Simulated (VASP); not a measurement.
Band structure of Te2W (space group P6_3/mmc). Calculation: LDA (Ceperley-Alder, Perdew-Zunger), VASP's LDA PAW potentials (set 64) (plane waves; VASP 6.6.1).

Unless said otherwise, spin-orbit coupling is left out, though it shifts the bands of the heavy elements here.

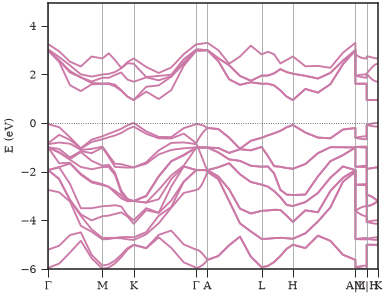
Fig. 1. Bands along high-symmetry lines, zero at the valence-band maximum or, without a gap, the Fermi level

Q: Read the plot: is there a gap, and where are the band edges?

A: The gap is direct, 0.94 eV, from the valence maximum at K to the conduction minimum at K.

The structure comes from a computed database's Te2W entry (P6_3/mmc); how it stands against other phases isn't given here. The cell was not relaxed at this level.
